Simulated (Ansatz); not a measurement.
# CHBSi (triplet): wB97M-V, B2PLYP, RPA-PBE over vertical spin and charge gaps and displaced geometries, cc-pVDZ, part 2 of 2

Ansatz 0.2.0, Gaussian basis; cc-pVDZ, all electrons in the functionals, frozen cores in the correlation of double hybrids and RPA. Earlier steps stand in the parts before.

## Step 13: B2PLYP, charge 1, quartet

Contents of in.yaml:

```yaml
crystal:
  periodic: [false, false, false]
  atoms:
    - {symbol: B, position_ang: [0.000000, -0.542119, 1.311636]}
    - {symbol: Si, position_ang: [0.000000, -0.137461, -0.752718]}
    - {symbol: C, position_ang: [0.000000, 0.754866, 0.750494]}
    - {symbol: H, position_ang: [0.000000, 0.649881, -2.037416]}
basis:
  gaussian: {orbitals: cc-pVDZ}
total_charge: 1
magnetization: {spin_polarized: true, initial_magnetization: 3}
hamiltonian: {xc: {name: B2PLYP}}
correlation: {electrons: outside_noble_gas}
```

Command:

```sh
ansatz run in.yaml --threads 1 --pin off --events-out ev --progress --plain --max-ram 2393MiB
```

The log of the run, cut to the lines that bear on the results:

```text
Functional definition: B2PLYP
  name "B2PLYP"
  cite "Grimme, J. Chem. Phys. 124, 034108 (2006) doi:10.1063/1.2148954"
  cite "Becke, Phys. Rev. A 38, 3098 (1988) doi:10.1103/PhysRevA.38.3098"
  cite "Lee, Yang & Parr, Phys. Rev. B 37, 785 (1988) doi:10.1103/PhysRevB.37.785"
[...]
493 factors; integrals over basis functions are off by at most 1.1e-3 eV
[...]
mean field -9583.29068894 eV, -352.1794370310 hartree, gradient 6.9e-6 eV, S^2 3.790375; 4 other end points of the search recorded, 0 dependent functions left out
7 core orbitals not correlated: weight in the atoms' cores, before any rotation towards them, 1.000 or more for the frozen orbitals, at most 0.000 for the correlated occupied ones
reference -9583.29081645 eV, -352.1794417167 hartree; 7, 4 occupied and 37, 40 virtual orbitals, 493 factors
second order -7.12139540 eV of doubles, -0.00000000 eV of singles
Total energy: -9585.21359321 eV, -352.2501024592 hartree
```

Run time: 4.8 s. Hardware: 1 thread of Arm Neoverse N1, shared host.

From the report: ⟨S²⟩ of the determinant 3.790 (pure quartet: 3.75).

From charge 0, triplet: +235.2 kcal/mol.

## Step 14: B2PLYP, displaced geometry v1

Contents of in.yaml:

```yaml
crystal:
  periodic: [false, false, false]
  atoms:
    - {symbol: B, position_ang: [-0.009373, -0.542992, 1.330574]}
    - {symbol: Si, position_ang: [-0.010206, -0.154476, -0.744933]}
    - {symbol: C, position_ang: [0.037758, 0.797161, 0.715666]}
    - {symbol: H, position_ang: [-0.065019, 0.629362, -2.042442]}
basis:
  gaussian: {orbitals: cc-pVDZ}
magnetization: {spin_polarized: true, initial_magnetization: 2}
hamiltonian: {xc: {name: B2PLYP}}
correlation: {electrons: outside_noble_gas}
```

Launched as before.

The log of the run, cut to the lines that bear on the results:

```text
Functional definition: B2PLYP
  name "B2PLYP"
  cite "Grimme, J. Chem. Phys. 124, 034108 (2006) doi:10.1063/1.2148954"
  cite "Becke, Phys. Rev. A 38, 3098 (1988) doi:10.1103/PhysRevA.38.3098"
  cite "Lee, Yang & Parr, Phys. Rev. B 37, 785 (1988) doi:10.1103/PhysRevB.37.785"
[...]
493 factors; integrals over basis functions are off by at most 1.1e-3 eV
[...]
mean field -9592.86125857 eV, -352.5311489774 hartree, gradient 6.0e-6 eV, S^2 2.046306; 0 other end points of the search recorded, 0 dependent functions left out
7 core orbitals not correlated: weight in the atoms' cores, before any rotation towards them, 1.000 or more for the frozen orbitals, at most 0.000 for the correlated occupied ones
reference -9592.86138930 eV, -352.5311537818 hartree; 7, 5 occupied and 37, 39 virtual orbitals, 493 factors
second order -9.30786227 eV of doubles, -0.00000000 eV of singles
Total energy: -9595.37451211 eV, -352.6235093417 hartree
```

Wall time 3.6 s (1 thread of Arm Neoverse N1, shared host).

From the report: ⟨S²⟩ of the determinant 2.046 (pure triplet: 2.00).

From charge 0, triplet: +0.9 kcal/mol.

## Step 15: B2PLYP, displaced geometry v2

Contents of in.yaml:

```yaml
crystal:
  periodic: [false, false, false]
  atoms:
    - {symbol: B, position_ang: [0.109713, -0.539545, 1.304154]}
    - {symbol: Si, position_ang: [-0.055161, -0.126513, -0.748606]}
    - {symbol: C, position_ang: [0.021459, 0.733390, 0.746426]}
    - {symbol: H, position_ang: [0.104567, 0.573135, -2.023270]}
basis:
  gaussian: {orbitals: cc-pVDZ}
magnetization: {spin_polarized: true, initial_magnetization: 2}
hamiltonian: {xc: {name: B2PLYP}}
correlation: {electrons: outside_noble_gas}
```

Same command.

The log of the run, cut to the lines that bear on the results:

```text
Functional definition: B2PLYP
  name "B2PLYP"
  cite "Grimme, J. Chem. Phys. 124, 034108 (2006) doi:10.1063/1.2148954"
  cite "Becke, Phys. Rev. A 38, 3098 (1988) doi:10.1103/PhysRevA.38.3098"
  cite "Lee, Yang & Parr, Phys. Rev. B 37, 785 (1988) doi:10.1103/PhysRevB.37.785"
[...]
493 factors; integrals over basis functions are off by at most 1.1e-3 eV
[...]
mean field -9592.87475323 eV, -352.5316448971 hartree, gradient 5.2e-6 eV, S^2 2.039952; 0 other end points of the search recorded, 0 dependent functions left out
7 core orbitals not correlated: weight in the atoms' cores, before any rotation towards them, 1.000 or more for the frozen orbitals, at most 0.000 for the correlated occupied ones
reference -9592.87488191 eV, -352.5316496261 hartree; 7, 5 occupied and 37, 39 virtual orbitals, 493 factors
second order -9.12502653 eV of doubles, -0.00000000 eV of singles
Total energy: -9595.33863907 eV, -352.6221910319 hartree
```

It took 3.6 s on 1 thread of Arm Neoverse N1, shared host.

From the report: ⟨S²⟩ of the determinant 2.040 (pure triplet: 2.00).

From charge 0, triplet: +1.7 kcal/mol.

## Step 16: RPA-PBE, charge 0, triplet

Contents of in.yaml:

```yaml
crystal:
  periodic: [false, false, false]
  atoms:
    - {symbol: B, position_ang: [0.000000, -0.542119, 1.311636]}
    - {symbol: Si, position_ang: [0.000000, -0.137461, -0.752718]}
    - {symbol: C, position_ang: [0.000000, 0.754866, 0.750494]}
    - {symbol: H, position_ang: [0.000000, 0.649881, -2.037416]}
basis:
  gaussian: {orbitals: cc-pVDZ}
magnetization: {spin_polarized: true, initial_magnetization: 2}
hamiltonian: {xc: {name: PBE}}
correlation: {method: rpa, electrons: outside_noble_gas}
```

Same command.

The log of the run, cut to the lines that bear on the results:

```text
Functional definition: PBE
  name "PBE"
  cite "Perdew, Burke & Ernzerhof, Phys. Rev. Lett. 77, 3865 (1996) doi:10.1103/PhysRevLett.77.3865"
  parent pbe
[...]
493 factors; integrals over basis functions are off by at most 1.1e-3 eV
[...]
mean field -9594.37837256 eV, -352.5869018882 hartree, gradient 3.6e-6 eV, S^2 2.009776; 0 other end points of the search recorded, 0 dependent functions left out
7 core orbitals not correlated: weight in the atoms' cores, before any rotation towards them, 1.000 or more for the frozen orbitals, at most 0.000 for the correlated occupied ones
reference -9573.83783241 eV, -351.8320509609 hartree; 7, 5 occupied and 37, 39 virtual orbitals, 493 factors
Total energy: -9586.47391863 eV, -352.2964185643 hartree
```

Wall time 3.4 s (1 thread of Arm Neoverse N1, shared host).

From the report: ⟨S²⟩ of the determinant 2.010 (pure triplet: 2.00).

## Step 17: RPA-PBE, charge 0, singlet

in.yaml, as its differences from that of step 16:

```diff
@@ -9,3 +9,3 @@
   gaussian: {orbitals: cc-pVDZ}
-magnetization: {spin_polarized: true, initial_magnetization: 2}
+magnetization: {spin_polarized: true, initial_magnetization: 0}
 hamiltonian: {xc: {name: PBE}}
```

Same command.

The log of the run, cut to the lines that bear on the results:

```text
Functional definition: PBE
  name "PBE"
  cite "Perdew, Burke & Ernzerhof, Phys. Rev. Lett. 77, 3865 (1996) doi:10.1103/PhysRevLett.77.3865"
  parent pbe
[...]
493 factors; integrals over basis functions are off by at most 1.1e-3 eV
[...]
mean field -9594.37000278 eV, -352.5865943045 hartree, gradient 4.4e-6 eV, S^2 0.931924; 6 other end points of the search recorded, 0 dependent functions left out
7 core orbitals not correlated: weight in the atoms' cores, before any rotation towards them, 1.000 or more for the frozen orbitals, at most 0.000 for the correlated occupied ones
reference -9573.63059320 eV, -351.8244350601 hartree; 6, 6 occupied and 38, 38 virtual orbitals, 493 factors
Total energy: -9586.45038940 eV, -352.2955538810 hartree
```

Run time: 12 s. Hardware: 1 thread of Arm Neoverse N1, shared host.

From the report: ⟨S²⟩ of the determinant 0.932 (pure singlet: 0.00). The determinant is far from a pure spin state, so its energy mixes those of several spin states (harmless only where they are near-degenerate, as at dissociation).

From charge 0, triplet: +0.5 kcal/mol.

## Step 18: RPA-PBE, charge 0, quintet

in.yaml, as its differences from that of step 17:

```diff
@@ -9,3 +9,3 @@
   gaussian: {orbitals: cc-pVDZ}
-magnetization: {spin_polarized: true, initial_magnetization: 0}
+magnetization: {spin_polarized: true, initial_magnetization: 4}
 hamiltonian: {xc: {name: PBE}}
```

Launched as before.

The log of the run, cut to the lines that bear on the results:

```text
Functional definition: PBE
  name "PBE"
  cite "Perdew, Burke & Ernzerhof, Phys. Rev. Lett. 77, 3865 (1996) doi:10.1103/PhysRevLett.77.3865"
  parent pbe
[...]
493 factors; integrals over basis functions are off by at most 1.1e-3 eV
[...]
mean field -9590.86885566 eV, -352.4579295209 hartree, gradient 6.3e-6 eV, S^2 6.010986; 11 other end points of the search recorded, 0 dependent functions left out
7 core orbitals not correlated: weight in the atoms' cores, before any rotation towards them, 1.000 or more for the frozen orbitals, at most 0.000 for the correlated occupied ones
reference -9571.32838784 eV, -351.7398305735 hartree; 8, 4 occupied and 36, 40 virtual orbitals, 493 factors
Total energy: -9582.91735012 eV, -352.1657170822 hartree
```

It took 14 s on 1 thread of Arm Neoverse N1, shared host.

From the report: ⟨S²⟩ of the determinant 6.011 (pure quintet: 6.00).

From charge 0, triplet: +82.0 kcal/mol.

## Step 19: RPA-PBE, charge 1, doublet

in.yaml, as its differences from that of step 18:

```diff
@@ -9,3 +9,4 @@
   gaussian: {orbitals: cc-pVDZ}
-magnetization: {spin_polarized: true, initial_magnetization: 4}
+total_charge: 1
+magnetization: {spin_polarized: true, initial_magnetization: 1}
 hamiltonian: {xc: {name: PBE}}
```

The command is unchanged.

The log of the run, cut to the lines that bear on the results:

```text
Functional definition: PBE
  name "PBE"
  cite "Perdew, Burke & Ernzerhof, Phys. Rev. Lett. 77, 3865 (1996) doi:10.1103/PhysRevLett.77.3865"
  parent pbe
[...]
493 factors; integrals over basis functions are off by at most 1.1e-3 eV
[...]
mean field -9585.84141140 eV, -352.2731743521 hartree, gradient 2.1e-6 eV, S^2 0.800192; 2 other end points of the search recorded, 0 dependent functions left out
7 core orbitals not correlated: weight in the atoms' cores, before any rotation towards them, 1.000 or more for the frozen orbitals, at most 0.000 for the correlated occupied ones
reference -9565.47535567 eV, -351.5247356086 hartree; 6, 5 occupied and 38, 39 virtual orbitals, 493 factors
Total energy: -9577.98111449 eV, -351.9843137687 hartree
```

Run time: 6 s. Hardware: 1 thread of Arm Neoverse N1, shared host.

From the report: ⟨S²⟩ of the determinant 0.800 (pure doublet: 0.75).

From charge 0, triplet: +195.8 kcal/mol.

## Step 20: RPA-PBE, charge 1, quartet

in.yaml, as its differences from that of step 19:

```diff
@@ -10,3 +10,3 @@
 total_charge: 1
-magnetization: {spin_polarized: true, initial_magnetization: 1}
+magnetization: {spin_polarized: true, initial_magnetization: 3}
 hamiltonian: {xc: {name: PBE}}
```

Same command.

The log of the run, cut to the lines that bear on the results:

```text
Functional definition: PBE
  name "PBE"
  cite "Perdew, Burke & Ernzerhof, Phys. Rev. Lett. 77, 3865 (1996) doi:10.1103/PhysRevLett.77.3865"
  parent pbe
[...]
493 factors; integrals over basis functions are off by at most 1.1e-3 eV
[...]
mean field -9584.01199092 eV, -352.2059443898 hartree, gradient 3.9e-6 eV, S^2 3.758301; 8 other end points of the search recorded, 0 dependent functions left out
7 core orbitals not correlated: weight in the atoms' cores, before any rotation towards them, 1.000 or more for the frozen orbitals, at most 0.000 for the correlated occupied ones
reference -9565.18618334 eV, -351.5141087218 hartree; 7, 4 occupied and 37, 40 virtual orbitals, 493 factors
Total energy: -9576.20639337 eV, -351.9190939706 hartree
```

It took 14 s on 1 thread of Arm Neoverse N1, shared host.

From the report: ⟨S²⟩ of the determinant 3.758 (pure quartet: 3.75).

From charge 0, triplet: +236.8 kcal/mol.

## Step 21: RPA-PBE, displaced geometry v1

Contents of in.yaml:

```yaml
crystal:
  periodic: [false, false, false]
  atoms:
    - {symbol: B, position_ang: [-0.009373, -0.542992, 1.330574]}
    - {symbol: Si, position_ang: [-0.010206, -0.154476, -0.744933]}
    - {symbol: C, position_ang: [0.037758, 0.797161, 0.715666]}
    - {symbol: H, position_ang: [-0.065019, 0.629362, -2.042442]}
basis:
  gaussian: {orbitals: cc-pVDZ}
magnetization: {spin_polarized: true, initial_magnetization: 2}
hamiltonian: {xc: {name: PBE}}
correlation: {method: rpa, electrons: outside_noble_gas}
```

Same command.

The log of the run, cut to the lines that bear on the results:

```text
Functional definition: PBE
  name "PBE"
  cite "Perdew, Burke & Ernzerhof, Phys. Rev. Lett. 77, 3865 (1996) doi:10.1103/PhysRevLett.77.3865"
  parent pbe
[...]
493 factors; integrals over basis functions are off by at most 1.1e-3 eV
[...]
mean field -9594.36255728 eV, -352.5863206877 hartree, gradient 3.2e-6 eV, S^2 2.010318; 0 other end points of the search recorded, 0 dependent functions left out
7 core orbitals not correlated: weight in the atoms' cores, before any rotation towards them, 1.000 or more for the frozen orbitals, at most 0.000 for the correlated occupied ones
reference -9573.73439480 eV, -351.8282496986 hartree; 7, 5 occupied and 37, 39 virtual orbitals, 493 factors
Total energy: -9586.49890929 eV, -352.2973369542 hartree
```

Wall time 3.2 s (1 thread of Arm Neoverse N1, shared host).

From the report: ⟨S²⟩ of the determinant 2.010 (pure triplet: 2.00).

From charge 0, triplet: -0.6 kcal/mol.

## Step 22: RPA-PBE, displaced geometry v2

Contents of in.yaml:

```yaml
crystal:
  periodic: [false, false, false]
  atoms:
    - {symbol: B, position_ang: [0.109713, -0.539545, 1.304154]}
    - {symbol: Si, position_ang: [-0.055161, -0.126513, -0.748606]}
    - {symbol: C, position_ang: [0.021459, 0.733390, 0.746426]}
    - {symbol: H, position_ang: [0.104567, 0.573135, -2.023270]}
basis:
  gaussian: {orbitals: cc-pVDZ}
magnetization: {spin_polarized: true, initial_magnetization: 2}
hamiltonian: {xc: {name: PBE}}
correlation: {method: rpa, electrons: outside_noble_gas}
```

The command is unchanged.

The log of the run, cut to the lines that bear on the results:

```text
Functional definition: PBE
  name "PBE"
  cite "Perdew, Burke & Ernzerhof, Phys. Rev. Lett. 77, 3865 (1996) doi:10.1103/PhysRevLett.77.3865"
  parent pbe
[...]
493 factors; integrals over basis functions are off by at most 1.1e-3 eV
[...]
mean field -9594.27819623 eV, -352.5832204762 hartree, gradient 5.6e-6 eV, S^2 2.009266; 0 other end points of the search recorded, 0 dependent functions left out
7 core orbitals not correlated: weight in the atoms' cores, before any rotation towards them, 1.000 or more for the frozen orbitals, at most 0.000 for the correlated occupied ones
reference -9573.81291088 eV, -351.8311351113 hartree; 7, 5 occupied and 37, 39 virtual orbitals, 493 factors
Total energy: -9586.36055686 eV, -352.2922525959 hartree
```

Run time: 3.3 s. Hardware: 1 thread of Arm Neoverse N1, shared host.

From the report: ⟨S²⟩ of the determinant 2.009 (pure triplet: 2.00).

From charge 0, triplet: +2.6 kcal/mol.

## Step 23: Against the wave-function levels

The yardstick is UCCSDT(Q), where the cluster series has nearly closed. It comes from earlier runs at the same points. Energies in kcal/mol, counted from charge 0, triplet; blanks weren't run or aren't comparable.

```
    level  triplet to singlet  triplet to quintet  ionisation to the doublet cation  ionisation to the quartet cation  displacement v1  displacement v2
UCCSDT(Q)                                    81.3                                                               233.7                               2.2
  wB97M-V                -0.2                82.8                             194.9                             232.6              1.3              1.4
   B2PLYP                 0.8                83.4                             196.7                             235.2              0.9              1.7
  RPA-PBE                 0.5                82.0                             195.8                             236.8             -0.6              2.6
```

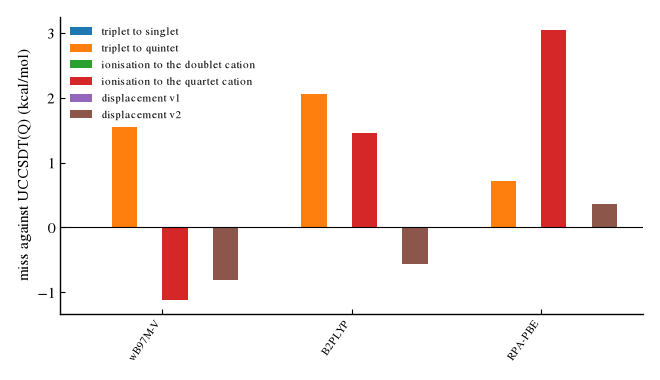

Misses of the gaps against UCCSDT(Q).

Largest miss and mean time a point (UCCSDT(Q) took 2 min a point; shared hosts):

```
  level  largest miss (kcal/mol)                             where  time a point
wB97M-V                     +1.5                triplet to quintet          19 s
 B2PLYP                     +2.1                triplet to quintet         6.4 s
RPA-PBE                     +3.0  ionisation to the quartet cation         7.9 s
```

## Step 24: Summary of results

The summary covers parts 1 to 2.

| quantity | value |
| --- | --- |
| triplet to quintet, UCCSDT(Q) | 81.3 kcal/mol |
| ionisation to the quartet cation, UCCSDT(Q) | 233.7 kcal/mol |
| displacement v2, UCCSDT(Q) | 2.2 kcal/mol |
| largest miss, wB97M-V | +1.5 kcal/mol (triplet to quintet) |
| largest miss, B2PLYP | +2.1 kcal/mol (triplet to quintet) |
| largest miss, RPA-PBE | +3.0 kcal/mol (ionisation to the quartet cation) |

**Reading.** Misses are known at 3 of 6 points at best, and only functionals with that many are ranked. Of the functionals, wB97M-V keep the smallest largest miss at the points compared (at most 1.5 kcal/mol) and RPA-PBE strays most (3.0 kcal/mol, at ionisation to the quartet cation). wB97M-V, B2PLYP, RPA-PBE clearly break the spin symmetry at some points (⟨S²⟩ up to 1.01 above the pure value), so energy there is bought with a mixed spin. Functionals and the yardstick converge differently with the basis, so part of each miss in cc-pVDZ is the basis.
